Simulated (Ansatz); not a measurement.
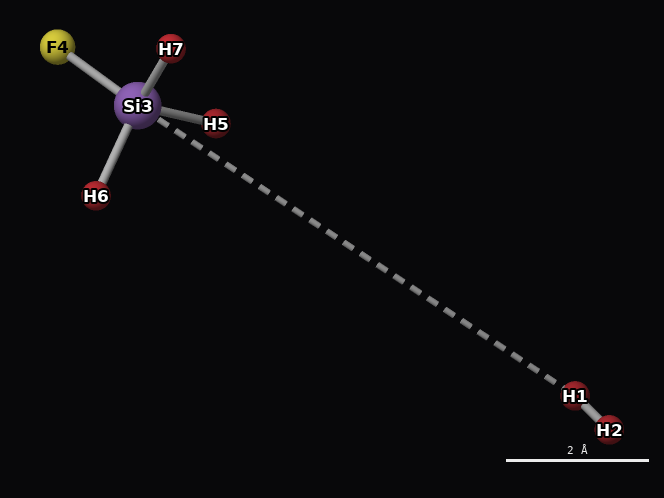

Two molecules or ions; the broken line marks their closest contact (measured against van der Waals radii). Geometry: a pair of rigid molecules at a changed separation. Program: Ansatz 0.2.0.

Question: Which two species are they?

Answer: H2 and FH3Si (`F[SiH3].[H][H]`).

Question: How long is the contact?

Answer: H1···Si3 is 7.53 Å.

Give the counterpoise-corrected interaction energy (kcal/mol, monomers kept as in the pair) with RHF-CCSD(T) (frozen core)/def2-TZVPPD; r2SCAN-D4/def2-TZVPPD; PBE-D4/def2-TZVPPD; ωB97M-V/def2-TZVPPD.

| level | interaction energy (kcal/mol) |
| --- | --- |
| RHF-CCSD(T) (frozen core)/def2-TZVPPD | 0.0 |
| r2SCAN-D4/def2-TZVPPD | 0.0 |
| PBE-D4/def2-TZVPPD | 0.0 |
| ωB97M-V/def2-TZVPPD | 0.0 |
